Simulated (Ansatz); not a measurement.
Input file:

```
crystal:
  periodic: [false, false, false]
  atoms:
    - { symbol: Ga, position_ang: [-0.084897, 0.303662, -1.087176] }
    - { symbol: Cl, position_ang: [1.700823, -0.362674, 1.777368] }
    - { symbol: H, position_ang: [2.073127, 0.255209, 0.64923] }
    - { symbol: O, position_ang: [-1.793545, -0.328427, -0.903977] }
    - { symbol: H, position_ang: [-2.188208, -0.714471, -0.101745] }
basis:
  gaussian: { orbitals: def2-SVP }
hamiltonian:
  xc: revpbe
  dispersion: d4
relax:
  f_tol: 0.03
  max_steps: 50
output:
  orbitals: {}
```

Run with:

```sh
ansatz run input.yaml --threads 1 --pin off --max-ram 2048MiB --backend cpu --events-out ev --progress --plain --runs-dir out
```

The fields are those of the run's last geometry, not of the input's.

Level of theory: RKS revPBE-D4/def2-SVP in Ansatz.

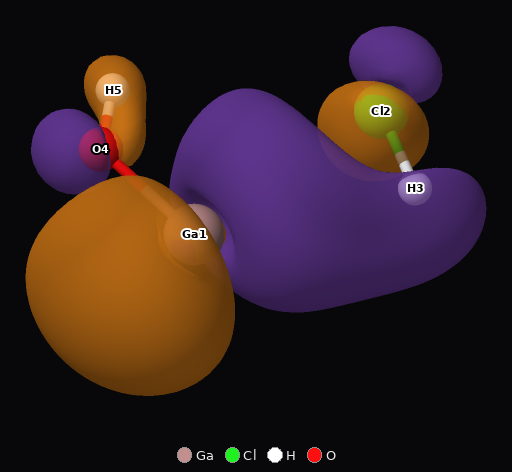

GaHO···HCl. The LUMO at ±0.08 Å⁻³ᐟ² (orange and purple are the two phases), seen at a tilt.

> What is the character of this orbital?

By Hirshfeld shares it lies mainly on Ga1 (about 75 %), Cl2 (about 10 %) and H3 (about 10 %); it is symmetric in the molecular plane (an in-plane orbital: σ, lone-pair or in-plane π type). Its energy is −1.39 eV.
